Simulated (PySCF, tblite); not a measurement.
# C4HCl3FO radical: geometry, infrared bands and EPR parameters

What infrared bands and EPR parameters should C4HCl3FO radical (`O=C=C([CH]F)C(Cl)(Cl)Cl`) show?

The runs use tblite 0.8.0 and PySCF 2.14.0, with density-fitted response routines of our own; the level of theory stands in each step. All values are computed, except where a source is named. Atoms are numbered from 0 throughout.

## 1. The molecule as given

10 atoms, charge 0, multiplicity 2; geometry from: force field or distance geometry start.

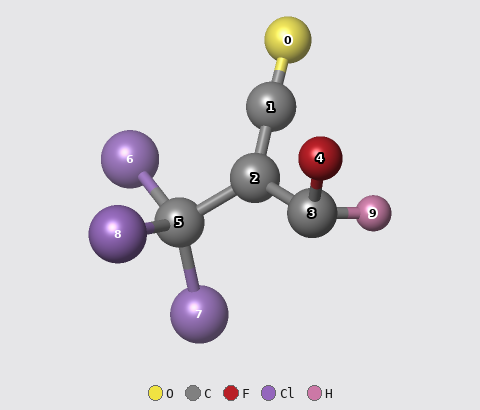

The starting geometry (oxygen yellow, carbon grey, fluorine red, chlorine purple, hydrogen pink), atoms numbered.

## 2. Relaxing the molecule with GFN2-xTB

The job: settings as JSON, then the geometry in Å.

```
{"job": {"kind": "relax", "xc": "GFN2-xTB", "basis": "xTB"}, "charge": 0, "multiplicity": 2}
O      0.595900     2.550000    -0.654600
C      0.375900     1.359800    -0.362400
C      0.177000     0.084100    -0.045400
C      1.349000    -0.795000     0.203400
F      2.100100    -0.236900     1.258700
C     -1.237300    -0.452900     0.031500
Cl    -2.303600     0.925900    -0.345600
Cl    -1.551800    -1.712300    -1.134600
Cl    -1.532300    -1.005400     1.700300
H      2.036000    -0.712700    -0.673800
```

Run with:

```sh
$ OMP_NUM_THREADS=1 python probes_run.py task.json out
```

This one command runs all jobs of the session in turn.

Standard output:

```text
step      E/eV     max force
  0    -853.44869    7.106
  1    -853.31767   16.221
  2    -854.03303    2.307
  3    -854.13344    1.368
  4    -854.24973    1.298
  5    -854.28858    1.151
  6    -854.33149    0.320
  7    -854.34110    0.448
  8    -854.34978    0.307
  9    -854.35838    0.343
 10    -854.36570    0.311
 11    -854.37188    0.224
 12    -854.37762    0.239
 13    -854.38404    0.259
 14    -854.39278    0.348
 15    -854.40600    0.516
 16    -854.42479    0.534
 17    -854.44382    0.420
 18    -854.46092    0.522
 19    -854.46979    0.792
 20    -854.48672    0.528
 21    -854.50033    0.436
 22    -854.52445    0.557
 23    -854.54296    0.552
 24    -854.56348    0.372
 25    -854.57269    0.564
 26    -854.59973    0.534
 27    -854.62376    0.504
 28    -854.65906    0.899
 29    -854.67189    0.750
 30    -854.69953    0.412
 31    -854.71903    0.435
 32    -854.74194    0.969
 33    -854.76490    0.601
 34    -854.78267    0.646
 35    -854.80703    0.661
 36    -854.83696    0.559
 37    -854.86212    0.513
 38    -854.85988    1.022
 39    -854.87823    0.253
 40    -854.88150    0.178
 41    -854.88469    0.133
 42    -854.88786    0.133
 43    -854.88954    0.133
 44    -854.89308    0.151
 45    -854.89587    0.151
 46    -854.89809    0.117
 47    -854.89942    0.119
 48    -854.90069    0.111
 49    -854.90187    0.093
 50    -854.90282    0.108
 51    -854.90362    0.103
 52    -854.90449    0.103
 53    -854.90555    0.095
 54    -854.90648    0.112
 55    -854.90699    0.102
 56    -854.90715    0.035
 57    -854.90720    0.018
 58    -854.90722    0.016
 59    -854.90725    0.022
 60    -854.90728    0.020
 61    -854.90729    0.013
 62    -854.90731    0.011
 63    -854.90731    0.009
```

Wall time 0.57 s (1 thread of Arm Neoverse V1, shared host).

The steps of the relaxation: (not every step is listed) (the energy doesn't fall at every step)

```csv
step,energy from step 0 (eV),largest force (eV/Å)
0,0.0000,7.1056
1,0.1310,16.2208
2,-0.5843,2.3067
3,-0.6847,1.3678
4,-0.8010,1.2979
5,-0.8399,1.1514
6,-0.8828,0.3196
7,-0.8924,0.4485
8,-0.9011,0.3070
13,-0.9353,0.2586
18,-1.0122,0.5217
23,-1.0943,0.5518
28,-1.2104,0.8993
33,-1.3162,0.6014
38,-1.4112,1.0220
43,-1.4408,0.1331
48,-1.4520,0.1107
53,-1.4569,0.0950
58,-1.4585,0.0156
59,-1.4586,0.0223
60,-1.4586,0.0201
61,-1.4586,0.0132
62,-1.4586,0.0107
63,-1.4586,0.0094
```

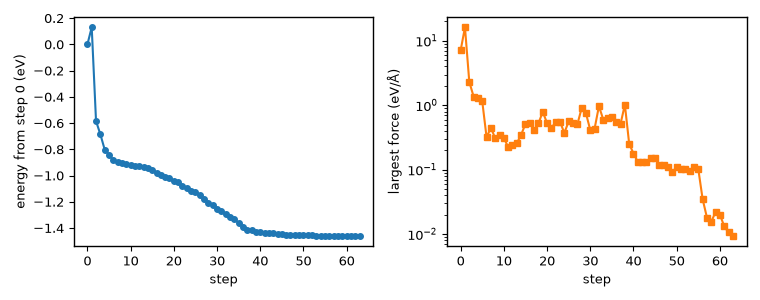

Energy and force, step by step.

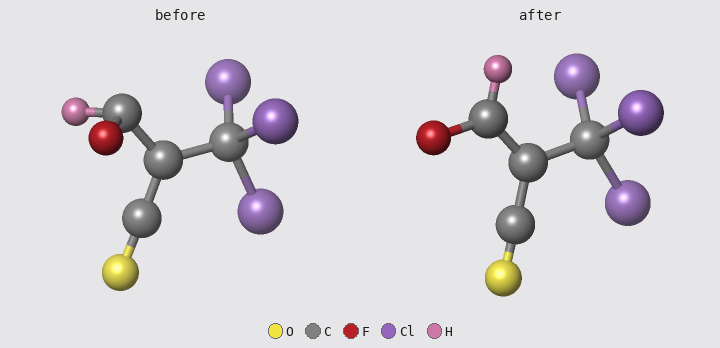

The geometry before (left) and after (right).

Distances of close pairs at the start and the end, largest changes first:

```csv
bond,before (Å),after (Å),change (Å)
O0–C1,1.245,1.158,-0.087
C2–C3,1.486,1.401,-0.085
C3–F4,1.410,1.340,-0.071
C3–H9,1.117,1.072,-0.045
C5–Cl7,1.745,1.778,+0.033
C2–C5,1.515,1.500,-0.015
C1–C2,1.329,1.339,+0.010
C5–Cl6,1.783,1.781,-0.002
```

The end geometry stands in the next job.

## 3. Infrared spectrum with GFN2-xTB

The job: settings as JSON, then the geometry in Å.

```
{"job": {"kind": "ir", "xc": "GFN2-xTB", "basis": "xTB"}, "charge": 0, "multiplicity": 2}
O      0.387907     2.727439    -0.277180
C      0.305827     1.578410    -0.157770
C      0.240133     0.247742    -0.019245
C      1.354499    -0.575227     0.190086
F      2.581334    -0.041356     0.255877
C     -1.120449    -0.381094    -0.066170
Cl    -2.338273     0.848952    -0.487126
Cl    -1.175546    -1.681530    -1.277501
Cl    -1.541219    -1.077108     1.521213
H      1.314669    -1.641574     0.295289
```

Standard output:

```text
mode    cm-1     km/mol
  1      23.1      0.04
  2      99.4      4.11
  3     111.0      2.04
  4     121.7      0.36
  5     186.9      1.01
  6     207.9      2.74
  7     238.3      4.55
  8     253.6      3.02
  9     269.3      3.69
 10     296.9      4.82
 11     331.6     18.54
 12     385.8     17.09
 13     434.6     10.83
 14     454.1      7.26
 15     656.9      7.18
 16     669.6      2.94
 17     709.9      1.61
 18     866.2     18.35
 19    1128.6     72.83
 20    1155.8     21.16
 21    1284.7     11.26
 22    1393.9    183.72
 23    2222.4    824.02
 24    3158.3     14.60
```

It took 0.43 s on 1 thread of Arm Neoverse V1, shared host.

Which atoms move in the most intense modes:

```csv
cm⁻¹,km/mol,atoms
332,18.5,"H9 84 %, C3 15 %"
386,17.1,"Cl6 29 %, F4 26 %, Cl8 11 %, Cl7 11 %"
866,18.4,"C5 40 %, C3 25 %, O0 17 %"
1129,72.8,"C3 34 %, F4 32 %, H9 17 %, C2 12 %"
1156,21.2,"H9 55 %, C2 28 %, C5 13 %"
1394,183.7,"C3 54 %, C2 37 %"
2222,824.0,"C1 68 %, O0 26 %"
3158,14.6,H9 93 %
```

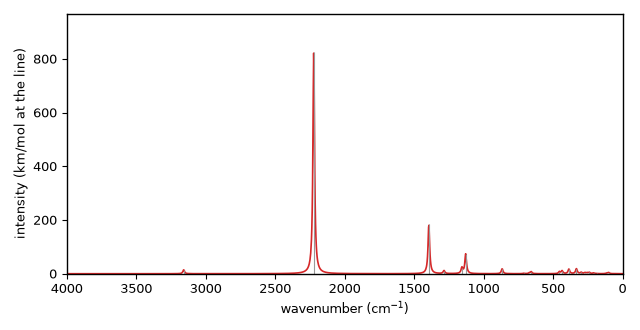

The infrared spectrum from these modes, unscaled. Lines are broadened to a width of 14 cm⁻¹ (Lorentzian).

## 4. g tensor and hyperfine couplings: B3LYP/pcH-1

The job, as its differences from that of step 3:

```diff
@@ -1,2 +1,2 @@
-{"job": {"kind": "ir", "xc": "GFN2-xTB", "basis": "xTB"}, "charge": 0, "multiplicity": 2}
+{"job": {"kind": "epr", "basis": "pcH-1"}, "charge": 0, "multiplicity": 2}
 O      0.387907     2.727439    -0.277180
```

With the program's defaults for keys left out, this is: UKS B3LYP, pcH-1 on C Cl F H O, non-relativistic, mean-field spin-orbit, GIAO.

Standard output:

```text
UKS, coarse grid
  cycle   1  E = -1708.39532159  |g| = 7.20e-01
  cycle   2  E = -1707.35229982  |g| = 1.79e+00
  cycle   3  E = -1708.57387841  |g| = 2.19e-01
  cycle   4  E = -1708.58816759  |g| = 1.37e-01
  cycle   5  E = -1708.59525669  |g| = 2.90e-02
  cycle   6  E = -1708.59562612  |g| = 1.11e-02
  cycle   7  E = -1708.59568548  |g| = 3.97e-03
  cycle   8  E = -1708.59569272  |g| = 1.93e-03
  cycle   9  E = -1708.59569599  |g| = 8.33e-04
UKS, final grid
  cycle   1  E = -1708.59567702  |g| = 1.24e-03
  cycle   2  E = -1708.59567574  |g| = 2.25e-03
  cycle   3  E = -1708.59567757  |g| = 3.29e-04
  cycle   4  E = -1708.59567761  |g| = 9.07e-05
  cycle   5  E = -1708.59567761  |g| = 2.84e-05
E = -1708.59567761 Eh   <S^2> = 0.7628 (exact 0.7500)
g shifts (ppm)      1          2          3
  rmc          -219       -219       -219
  gc             50         -0         46
  oz_so        -812       1119       2468
  total        -980        900       2295
hyperfine (MHz)  atom isotope    a_iso     a_fc   dipolar eigenvalues
    0   17O     -10.55     -10.85    -46.52     22.26     24.26
    1   13C      17.91      18.21    -24.34    -21.95     46.30
    2   13C     -43.73     -43.74    -15.41      4.96     10.46
    3   13C      81.31      81.20    -72.29    -69.71    142.00
    4   19F     116.84     116.79   -215.71   -174.29    389.99
    5   13C       2.51       2.51     -1.05      0.16      0.89
    6  35Cl       0.04       0.06     -0.93     -0.46      1.39
    7  35Cl      -1.43      -1.43     -2.74     -0.28      3.02
    8  35Cl      -1.65      -1.64     -3.39     -0.01      3.41
    9    1H     -61.21     -61.27    -33.19     -0.63     33.81
```

It took 1.7 min on 1 thread of Arm Neoverse V1, shared host; peak memory 0.96 GiB.

Principal g values 2.00134, 2.00322, 2.00461; g(iso) = 2.00306, against 2.00232 for a free electron.

Mean a(iso) over the nuclei that a row names, and the largest dipolar term of the row (other rows stand at the frozen geometry):

```csv
nuclei,isotope,a(iso) (MHz),"a(iso) (G, at g = 2.0023)",largest dipolar term (MHz)
F4,19F,116.8,41.7,390.0
C3,13C,81.3,29.0,142.0
H9,1H,-61.2,-21.8,33.8
C2,13C,-43.7,-15.6,-15.4
C1,13C,17.9,6.4,46.3
O0,17O,-10.6,-3.8,-46.5
C5,13C,2.5,0.9,-1.1
"Cl6, Cl7, Cl8",35Cl,-1.0,-0.4,3.4
```

Mulliken spin populations:

```csv
atom,value (e)
O0,0.10
C1,0.24
C2,-0.14
C3,0.78
F4,0.05
C5,0.01
Cl6,0.00
Cl7,0.00
Cl8,0.00
H9,-0.04
```

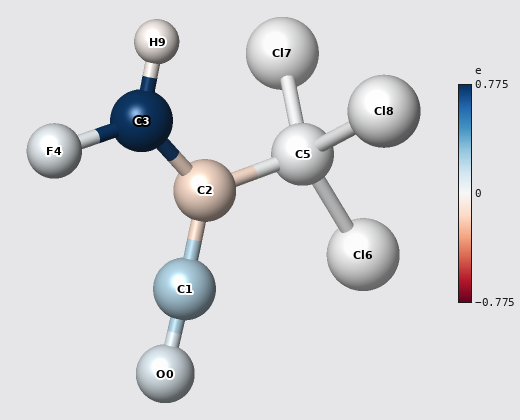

Mulliken spin populations, as colours on the atoms.

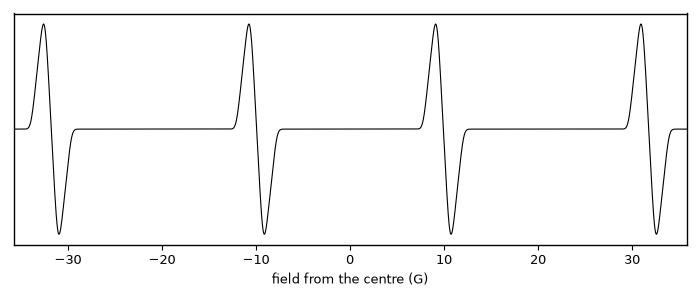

First-order isotropic spectrum (first derivative, main isotopes with spin only, couplings over 0.8 MHz, Gaussian width 0.3 G; couplings of the frozen geometry, rotation of groups not averaged beyond the rows shown).

Orbitals, density, ELF and potential are computed afterwards from the orbital file.

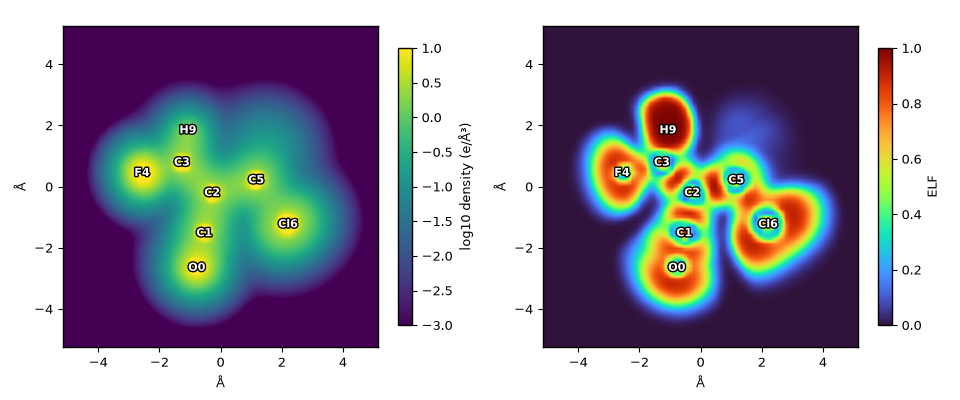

Density (left) and ELF (right) in a plane through or near 8 of the atoms.

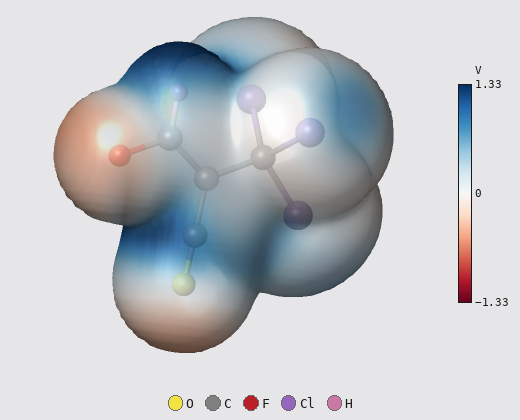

The potential that a unit positive charge feels on the 0.002 e/bohr³ surface, from -0.49 V near F4 to 1.33 V near H9.

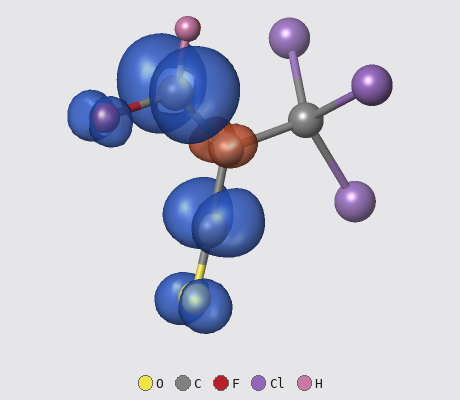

Spin density at ±0.04 e/Å³ (alpha excess blue, beta excess red).

## 5. Results

| quantity | value |
| --- | --- |
| strongest single infrared mode (GFN2-xTB) | 2222 cm⁻¹, 824 km/mol |
| zero-point energy (GFN2-xTB) | 23.8 kcal/mol |
| g(iso) (B3LYP) | 2.00306 |
| ⟨S²⟩ | 0.763 (exact 0.75) |
| largest a(iso) (averaged by class) | 19F on F4, 116.8 MHz |
| surface potential, least and greatest | -0.49 V and 1.33 V |

In words: Relaxing lowered the energy by 1.459 eV in 63 steps; the close pair that moved most is O0–C1, from 1.245 to 1.158 Å. All 24 modes are real, so the xTB geometry is a minimum. The strongest single mode, at 2222 cm⁻¹, moves mainly C1. GFN2-xTB is a fitted tight-binding method: band positions and strengths are rough. Its intensities can rank the bands wrongly. The largest share of the spin, 0.78 e, sits on C3. The isotropic g lies 0.7 ppt above the free-electron value.
